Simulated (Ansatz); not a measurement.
**What a change does: geometry relaxation on Ru3**

System: Ru3, multiplicity 3.
Method of run A: UKS r2SCAN-D4/def2-TZVP (Ansatz 0.2.0).

The geometry: r2SCAN-D4/def2-TZVP start. Text and figures count atoms from 1; the logs count them from 0 in places.

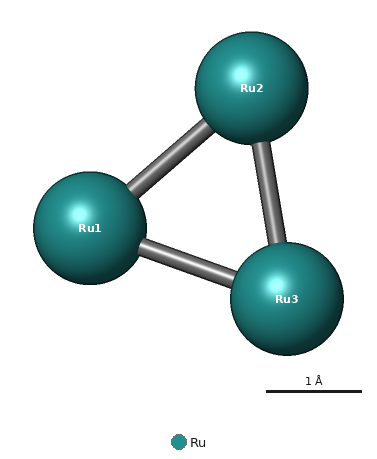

Figure 1. The starting structure (ball-and-stick view, seen at a tilt; atoms are numbered from 1 in the order of the input). Sticks mark near contacts. Bond lengths as drawn: Ru–Ru 2.26 Å.

**Input, run A**
```yaml
crystal:
  periodic: [false, false, false]
  atoms:
    - {symbol: Ru, position_ang: [-0.349899, -0.173715, 0.007750]}
    - {symbol: Ru, position_ang: [-2.599264, 0.057756, -0.120296]}
    - {symbol: Ru, position_ang: [-1.687937, -1.992141, 0.189647]}
basis:
  gaussian: {orbitals: def2-TZVP}
magnetization: {spin_polarized: true, initial_magnetization: 2}
hamiltonian: {xc: r2scan, dispersion: d4}
scf: {lower_state_search: "off"}
output: {orbitals: {seedname: orbitals}}
relax: {f_tol: 0.02, max_steps: 100}
```

Command:
```bash
ansatz run in.yaml --threads 4 --pin off --events-out ev --progress --plain --max-ram 3916MiB
```

Hardware: 4 threads of Arm Neoverse V2, 23 GiB of memory available, shared host.

**Output, shortened to warnings, some set-up lines, iterations and results (run A)**
```
[...]
mean field evaluation 1: about -7734.4089 eV, gradient 5.5e1 eV
mean field evaluation 2: about -7442.7131 eV, gradient 2.1e2 eV
mean field evaluation 4: about -7674.4226 eV, gradient 1.3e2 eV
mean field evaluation 8: about -7745.9775 eV, gradient 1.3e1 eV
mean field evaluation 16: about -7747.3410 eV, gradient 3.9e-2 eV
[... 6 lines ...]
relax step   4: F+E_penalty+E_count = -7747.80407923 eV  Δ(F+E_penalty+E_count) = -3.323e-3 eV  max|allowed force component| = 6.755e-2 eV/Å  Δτ_max = 0.0230 Å  (140 SCF …
relax step   5: F+E_penalty+E_count = -7747.80438247 eV  Δ(F+E_penalty+E_count) = -3.032e-4 eV  max|allowed force component| = 9.725e-3 eV/Å  Δτ_max = 0.0058 Å  (36 SCF …
relax step   6: F+E_penalty+E_count = -7747.80439176 eV  Δ(F+E_penalty+E_count) = -9.299e-6 eV  max|allowed force component| = 1.015e-3 eV/Å  Δτ_max = 0.0008 Å  (26 SCF …
mean field evaluation 128: about -7747.7819 eV, gradient 4.8e-6 eV
relax step   7: F+E_penalty+E_count = -7747.80439203 eV  Δ(F+E_penalty+E_count) = -2.690e-7 eV  max|allowed force component| = 7.749e-4 eV/Å  Δτ_max = 0.0001 Å  (26 SCF …
Total energy: -7747.80442293 eV, -284.7265608923 hartree
Atom 0 at    -0.384814    -0.095966    -0.004021 Å, force    -0.000373    -0.000775     0.000086 eV/Å
Atom 1 at    -2.557727     0.152064    -0.130937 Å, force    -0.000239     0.000359    -0.000058 eV/Å
Atom 2 at    -1.694559    -2.164198     0.212059 Å, force     0.000612     0.000416    -0.000028 eV/Å
Dipole moment:     0.004374    -0.105947     0.014167 e Å
Checks for a lower state left out: stability, starts, cluster_reference, orbital_swaps, neighbouring_geometries, increment
```

For run B the input was changed thus:
```diff
-magnetization: {spin_polarized: true, initial_magnetization: 2}
+magnetization: {spin_polarized: true, initial_magnetization: 4}
```

Predict how the results change.

With the same method and basis, run B lies 0.6 kcal/mol higher. The LUMO goes from −2.70 to −3.15 eV. The dipole moment goes from 0.51 to 0.41 D. On the same kind of shared host run B took about 0.28 times as long.

**Output, shortened to warnings, some set-up lines, iterations and results (run B)**
```
[...]
mean field evaluation 1: about -7735.2921 eV, gradient 5.5e1 eV
mean field evaluation 2: about -7457.7933 eV, gradient 2.1e2 eV
mean field evaluation 4: about -7728.7934 eV, gradient 6.7e1 eV
mean field evaluation 8: about -7747.0293 eV, gradient 1.8e0 eV
mean field evaluation 16: about -7747.5039 eV, gradient 1.0e-1 eV
mean field evaluation 32: about -7747.6327 eV, gradient 4.7e-5 eV
relax step   1: F+E_penalty+E_count = -7747.65521999 eV  Δ(F+E_penalty+E_count) = +0.000e0 eV  max|allowed force component| = 1.844e0 eV/Å  Δτ_max = 0.0000 Å  (236 SCF iters, …
relax step   2: F+E_penalty+E_count = -7747.76640469 eV  Δ(F+E_penalty+E_count) = -1.112e-1 eV  max|allowed force component| = 5.035e-1 eV/Å  Δτ_max = 0.0582 Å  (73 SCF …
mean field evaluation 64: about -7747.7569 eV, gradient 2.6e-5 eV
relax step   3: F+E_penalty+E_count = -7747.77941785 eV  Δ(F+E_penalty+E_count) = -1.301e-2 eV  max|allowed force component| = 1.019e-1 eV/Å  Δτ_max = 0.0227 Å  (80 SCF …
relax step   4: F+E_penalty+E_count = -7747.77980574 eV  Δ(F+E_penalty+E_count) = -3.879e-4 eV  max|allowed force component| = 6.179e-3 eV/Å  Δτ_max = 0.0050 Å  (75 SCF …
Total energy: -7747.77983578 eV, -284.7256573311 hartree
Atom 0 at    -0.274078    -0.202793     0.014873 Å, force    -0.000696     0.001058    -0.000171 eV/Å
Atom 1 at    -2.679654     0.044570    -0.122041 Å, force    -0.001201     0.005122    -0.000726 eV/Å
Atom 2 at    -1.683367    -1.949876     0.184269 Å, force     0.001897    -0.006179     0.000898 eV/Å
Dipole moment:     0.008893     0.085544     0.002319 e Å
Checks for a lower state left out: stability, starts, cluster_reference, orbital_swaps, neighbouring_geometries, increment
```

**The two runs side by side**

| quantity | run A | run B |
| --- | --- | --- |
| outcome | converged | converged |
| total energy (hartree) | −284.726561 | −284.725657 |
| HOMO (eV) | −3.79 | −3.81 |
| LUMO (eV) | −2.70 | −3.15 |
| dipole moment (D) | 0.51 | 0.41 |
| ⟨S²⟩ | 4.162 | 7.213 |
| largest force (eV/Å) | 0.001 | 0.007 |
| basis functions | 120 | 120 |
| wall time (shared host) | 96 s | 27 s |

For run A: ⟨S²⟩ is 4.16 against 2.00 for a pure state: the solution is spin-contaminated. For run B: ⟨S²⟩ is 7.21 against 6.00 for a pure state: the solution is spin-contaminated.
